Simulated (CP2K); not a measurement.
**CHCl2F (dichlorofluoromethane): Pade/SZV-MOLOPT-SR-GTH (core potential)**

Aim: the energy change on altering one bond length of CHCl2F (dichlorofluoromethane) at Pade/SZV-MOLOPT-SR-GTH (core potential), from 2 runs. 

Program for the calculation: CP2K 2026.2.

## Step 1: The system as given

CHCl2F has 5 atoms, charge 0, and is taken as a singlet. As SMILES, `FC(Cl)Cl`. The coordinates come from a PBE0-D4/def2-TZVP relaxation.

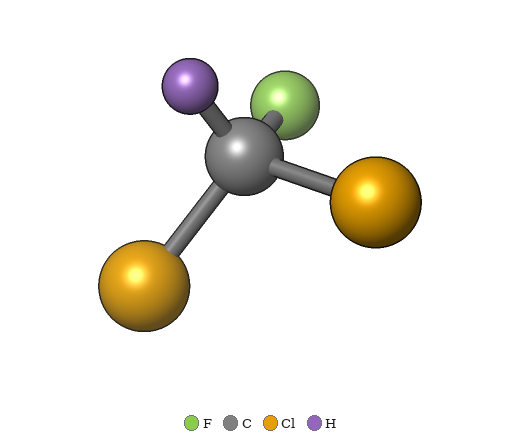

Viewed from a chosen angle; fluorine green, carbon grey, chlorine amber, hydrogen purple.

## Step 2: The energy at Pade/SZV-MOLOPT-SR-GTH (core potential)

File qs.inp:

```
&GLOBAL
  PROJECT qs
  RUN_TYPE ENERGY
  PRINT_LEVEL MEDIUM
&END

&FORCE_EVAL
  METHOD Quickstep
  &DFT
    BASIS_SET_FILE_NAME BASIS_MOLOPT
    POTENTIAL_FILE_NAME GTH_POTENTIALS
    CHARGE 0
    MULTIPLICITY 1
    &QS
      METHOD GPW
      EPS_DEFAULT 1.0E-10
    &END
    # plane-wave cutoff in Ry
    &MGRID
      CUTOFF 400
      REL_CUTOFF 50
      NGRIDS 4
    &END
    # isolated system
    &POISSON
      PERIODIC NONE
      POISSON_SOLVER MULTIPOLE
    &END
    &SCF
      SCF_GUESS ATOMIC
      EPS_SCF 1.0E-06
      MAX_SCF 40
      &OT ON
        MINIMIZER CG
        PRECONDITIONER FULL_ALL
      &END
      &OUTER_SCF
        EPS_SCF 1.0E-06
        MAX_SCF 10
      &END
    &END
    # functional
    &XC
      &XC_FUNCTIONAL PADE
      &END
    &END
    &PRINT
      &MOMENTS
        PERIODIC F
        REFERENCE COM
        MAX_MOMENT 1
      &END
      &MO_CUBES
        NLUMO 1
        NHOMO -1
        WRITE_CUBE F
      &END
      &HIRSHFELD OFF
      &END
    &END
  &END
  # atoms, cell and kinds
  &SUBSYS
    # box in angstrom
    &CELL
      ABC [angstrom] 9.6 9 9.4
      PERIODIC NONE
    &END
    &COORD
      F     -0.590600     0.132500     1.230400
      C      0.006400     0.099400     0.030700
      Cl     1.459900    -0.886800     0.126900
      Cl    -1.120400    -0.525200    -1.167100
      H      0.294600     1.106400    -0.262500
    &END
    &TOPOLOGY
      &CENTER_COORDINATES
      &END
    &END
    &KIND F
      BASIS_SET SZV-MOLOPT-SR-GTH-q7
      POTENTIAL GTH-PADE-q7
    &END
    &KIND C
      BASIS_SET SZV-MOLOPT-SR-GTH-q4
      POTENTIAL GTH-PADE-q4
    &END
    &KIND Cl
      BASIS_SET SZV-MOLOPT-SR-GTH-q7
      POTENTIAL GTH-PADE-q7
    &END
    &KIND H
      BASIS_SET SZV-MOLOPT-SR-GTH-q1
      POTENTIAL GTH-PADE-q1
    &END
  &END
&END
```

Started as:

```sh
$ OMP_NUM_THREADS=1 cp2k.psmp qs.inp > qs.out
```

Log:

```text
CP2K| version string:                                       CP2K version 2026.2
[...]
 GLOBAL| Method name                                                        CP2K
[...]
 GLOBAL| Run type                                                         ENERGY
[...]
 DFT| Spin restricted Kohn-Sham (RKS) calculation                            RKS
 DFT| Multiplicity                                                             1
[...]
 DFT| Charge                                                                   0
[...]
 FUNCTIONAL| PADE:
 QS| Method:                                                                 GPW
[...]
 QS| Density cutoff [a.u.]:                                                200.0
[...]
 QS| Relative density cutoff [a.u.]:                                        25.0
[...]
                             - Atoms:                                          5
[...]
                             - Spherical basis functions:                     17
[...]
 Number of electrons:                                                         26
[...]
     1 OT CG       0.15E+00    0.3     0.29484221       -59.1719665783 -5.92E+01
[...]
    20 OT CG       0.90E-01    0.3     0.00000089       -60.2782569042 -3.64E-11
  *** SCF run converged in    20 steps ***
[...]
  Overlap energy of the core charge distribution:               0.00000064050471
  Self energy of the core charge distribution:               -145.03140428003277
  Core Hamiltonian energy:                                     38.47882574663119
  Hartree energy:                                              58.65582521597581
  Exchange-correlation energy:                                -12.38150422728948
  Total energy:                                               -60.27825690421053
[...]
                     Mulliken Population Analysis
 #  Atom  Element  Kind  Atomic population                           Net charge
       1     F        1          7.251773                             -0.251773
       2     C        2          3.867920                              0.132080
       3     Cl       3          7.042551                             -0.042551
       4     Cl       3          7.042659                             -0.042659
       5     H        4          0.795098                              0.204902
 # Total charge                             26.000000                 -0.000000
[...]
  Dipole moment [Debye]
    X=  0.5224568E+00 Y=  0.1448783E+01 Z= -0.6351651E+00  Total=      1.6659437
[...]
 HOMO - LUMO gap [eV] :    7.355464
 ENERGY| Total FORCE_EVAL ( QS ) energy [hartree]            -60.278256904210529
[...]
```

It took 11 s on 1 thread of Arm Neoverse V1, shared host; peak memory 0.67 GiB.

## Step 3: The distorted shape at the same level

File molecule.xyz:

```xyz
5

F     -0.889116     0.149051     1.830283
C      0.006400     0.099400     0.030700
Cl     1.459900    -0.886800     0.126900
Cl    -1.120400    -0.525200    -1.167100
H      0.294600     1.106400    -0.262500
```

File qs.inp:

```
&GLOBAL
 PROJECT qs
 RUN_TYPE ENERGY
 PRINT_LEVEL MEDIUM
&END GLOBAL
&FORCE_EVAL
 METHOD Quickstep
 &DFT
  BASIS_SET_FILE_NAME BASIS_MOLOPT
  POTENTIAL_FILE_NAME GTH_POTENTIALS
  CHARGE 0
  MULTIPLICITY 1
  &QS
   METHOD GPW
   EPS_DEFAULT 1.0E-10
  &END QS
  &MGRID
   CUTOFF 400
   REL_CUTOFF 50
   NGRIDS 4
  &END MGRID
  &POISSON
   PERIODIC NONE
   POISSON_SOLVER MULTIPOLE
  &END POISSON
  &SCF
   SCF_GUESS ATOMIC
   EPS_SCF 1.0E-06
   MAX_SCF 150
   ADDED_MOS 5
   &DIAGONALIZATION
    ALGORITHM STANDARD
   &END DIAGONALIZATION
   &MIXING
    METHOD BROYDEN_MIXING
    ALPHA 0.2
    NBUFFER 4
   &END MIXING
  &END SCF
  &XC
   &XC_FUNCTIONAL PADE
   &END XC_FUNCTIONAL
  &END XC
  &PRINT
   &MOMENTS
    PERIODIC F
    REFERENCE COM
    MAX_MOMENT 1
   &END MOMENTS
   &MO ON
    ENERGIES T
    OCCUPATION_NUMBERS T
    NDIGITS 6
    &EACH
     QS_SCF 0
    &END EACH
    ADD_LAST NUMERIC
   &END MO
   &HIRSHFELD OFF
   &END HIRSHFELD
  &END PRINT
 &END DFT
 &SUBSYS
  &CELL
   ABC [angstrom] 9.6 9 10
   PERIODIC NONE
  &END CELL
  &TOPOLOGY
   COORD_FILE_NAME molecule.xyz
   COORD_FILE_FORMAT XYZ
   &CENTER_COORDINATES
   &END CENTER_COORDINATES
  &END TOPOLOGY
  &KIND F
   BASIS_SET SZV-MOLOPT-SR-GTH-q7
   POTENTIAL GTH-PADE-q7
  &END KIND
  &KIND C
   BASIS_SET SZV-MOLOPT-SR-GTH-q4
   POTENTIAL GTH-PADE-q4
  &END KIND
  &KIND Cl
   BASIS_SET SZV-MOLOPT-SR-GTH-q7
   POTENTIAL GTH-PADE-q7
  &END KIND
  &KIND H
   BASIS_SET SZV-MOLOPT-SR-GTH-q1
   POTENTIAL GTH-PADE-q1
  &END KIND
 &END SUBSYS
&END FORCE_EVAL
```

Started as:

```sh
$ OMP_NUM_THREADS=1 cp2k.psmp -i qs.inp > qs.out 2>&1
```

Log, cut to the lines that bear on the results:

```text
CP2K| version string:                                       CP2K version 2026.2
[...]
 GLOBAL| Method name                                                        CP2K
[...]
 GLOBAL| Run type                                                         ENERGY
[...]
 DFT| Spin restricted Kohn-Sham (RKS) calculation                            RKS
 DFT| Multiplicity                                                             1
[...]
 DFT| Charge                                                                   0
[...]
 FUNCTIONAL| PADE:
 QS| Method:                                                                 GPW
[...]
 QS| Density cutoff [a.u.]:                                                200.0
[...]
 QS| Relative density cutoff [a.u.]:                                        25.0
[...]
                             - Atoms:                                          5
[...]
                             - Spherical basis functions:                     17
[...]
 Number of electrons:                                                         26
[...]
     1 NoMix/Diag. 0.20E+00    0.3     1.34101813       -59.9777902037 -6.00E+01
[...]
    24 Broy./Diag. 0.20E+00    0.5     0.00000098       -60.2295648360  4.16E-06
  *** SCF run converged in    24 steps ***
[...]
  Overlap energy of the core charge distribution:               0.00000063214351
  Self energy of the core charge distribution:               -145.03140428003277
  Core Hamiltonian energy:                                     38.14447269833523
  Hartree energy:                                              58.88226726159405
  Exchange-correlation energy:                                -12.22490114806534
  Total energy:                                               -60.22956483602531
[...]
                     Mulliken Population Analysis
 #  Atom  Element  Kind  Atomic population                           Net charge
       1     F        1          7.323737                             -0.323737
       2     C        2          3.942458                              0.057542
       3     Cl       3          6.969300                              0.030700
       4     Cl       3          6.969785                              0.030215
[...]
  Dipole moment [Debye]
    X=  0.1494423E+01 Y=  0.7945950E+00 Z= -0.2749207E+01  Total=      3.2284388
 ENERGY| Total FORCE_EVAL ( QS ) energy [hartree]            -60.229564836025311
[...]
```

Run time: 12 s. Hardware: 1 thread of Arm Neoverse V1, shared host; peak memory 1 GiB.

## Step 4: Summary of results

Level: Pade/SZV-MOLOPT-SR-GTH (core potential).

| quantity | value |
| --- | --- |
| first shape: total energy | -60.27826 Eh |
| first shape: dipole moment | 1.67 D |
| first shape: HOMO energy | -7.29 eV |
| first shape: LUMO energy | 0.06 eV |
| first shape: HOMO–LUMO gap | 7.36 eV |
| distorted shape: total energy | -60.22956 Eh |
| distorted shape: dipole moment | 3.23 D |
| distorted shape: HOMO energy | -6.54 eV |
| distorted shape: LUMO energy | -3.97 eV |
| distorted shape: HOMO–LUMO gap | 2.57 eV |
| energy change with the F1–C2 bond stretched from 1.340 to 2.011 Å | 1.325 eV |

**Reading.** One bond (distorted shape) is far stretched, which a spin-restricted single reference describes badly; a broken-symmetry solution may lie lower. With the F1–C2 bond stretched from 1.340 to 2.011 Å the energy rises by 1.32 eV (31 kcal/mol). The first shape isn't relaxed at this level, so the change isn't measured from a minimum. A restricted reference can't describe the breaking bond well at this length. The minimal basis adds a large error of its own.
